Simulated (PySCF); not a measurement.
**C2H11N3Si3: density, localisation and related maps**

Input file:

```
{"job": {"kind": "nmr", "xc": "PBE0", "basis": "pcSseg-1"}, "charge": 0, "multiplicity": 1}
C      3.954654     0.619675    -0.360407
C      2.899724     0.190286    -0.744787
Si     1.266176    -0.472069    -1.317565
N      0.083298    -0.220124    -0.067602
Si     0.425226    -0.845481     1.517440
Si    -1.448774     0.566940    -0.399376
N     -2.607529    -0.697688    -0.577479
N     -2.095777     1.567653     0.844538
H      4.878550     0.996167    -0.024014
H      0.843730     0.258226    -2.514604
H      1.414098    -1.910094    -1.590626
H     -0.798941    -0.828520     2.317679
H      1.445893    -0.000186     2.149255
H      0.917356    -2.220264     1.392440
H     -1.229979     1.470567    -1.530469
H     -3.568297    -0.431065    -0.716371
H     -2.369311    -1.460444    -1.189584
H     -2.501987     1.099446     1.637981
H     -1.517913     2.326225     1.166091
```

Run with:

```sh
OMP_NUM_THREADS=1 python probes_run.py task.json out
```

Geometry: GFN2-xTB.

All numbers below come from PBE0/pcSseg-1, SCF density, gas phase, non-relativistic in PySCF.

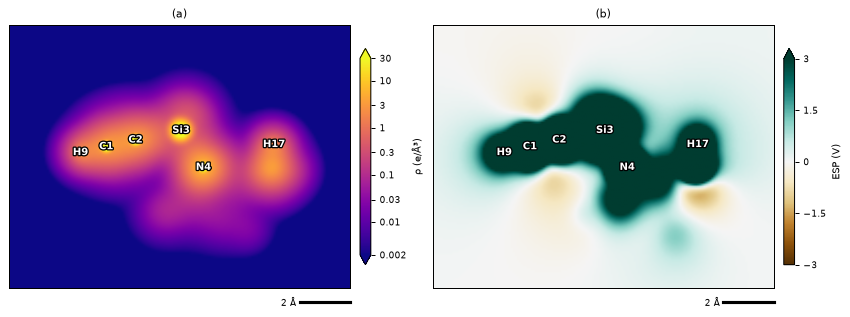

Figure 1. (a) total electron density; (b) molecular electrostatic potential on the plane of atoms C2, Si3 and N4.

What do the fields say about this system?

- Atoms in the plane: C, Si, N and H.
- C–C (1.20 Å): ρ is about 2.8 e/Å³ halfway.
- Si–N (1.74 Å): ρ at the midpoint is about 1 e/Å³.
- C–Si (1.85 Å): the density is about 0.92 e/Å³ at the midpoint.
- C–H (1.05 Å): ρ is about 2.1 e/Å³ halfway.
- Outside the dense part of the molecule the potential is most negative (−1.3 V) near N7, which lies off the plane.

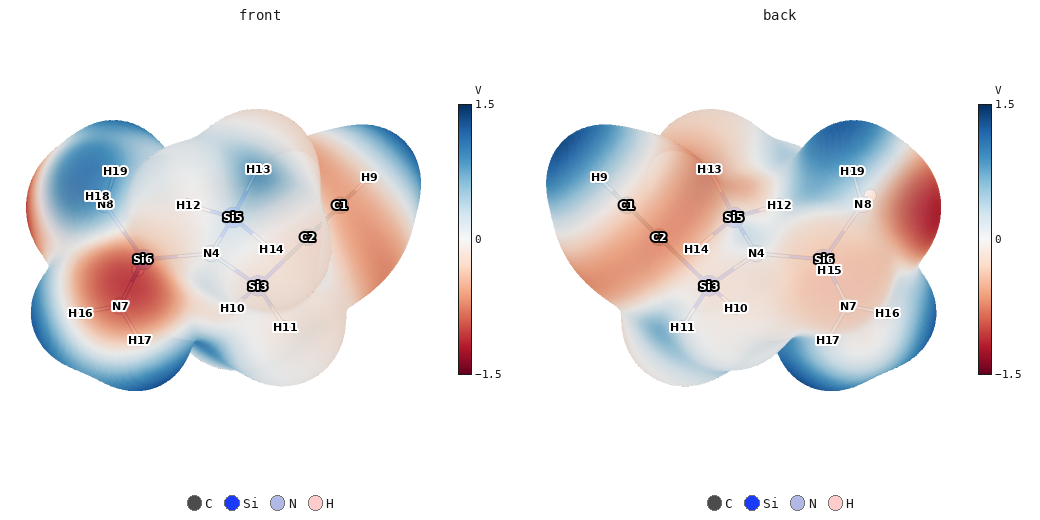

Figure 2. The electrostatic potential painted on the density surface at 0.001 e/bohr³, seen from the front and from behind; the colour scale runs from red (negative) to blue (positive).

Describe the electrostatic potential map.

The most negative region (about −1.2 V, or −28 kcal/mol for a unit charge) lies over N8, the most positive (about +1.3 V, or +30 kcal/mol for a unit charge) over H9 and H17. N8 is the likeliest acceptor of a hydrogen bond.

How polar is the molecule by this calculation?

Its dipole moment is 0.49 D.
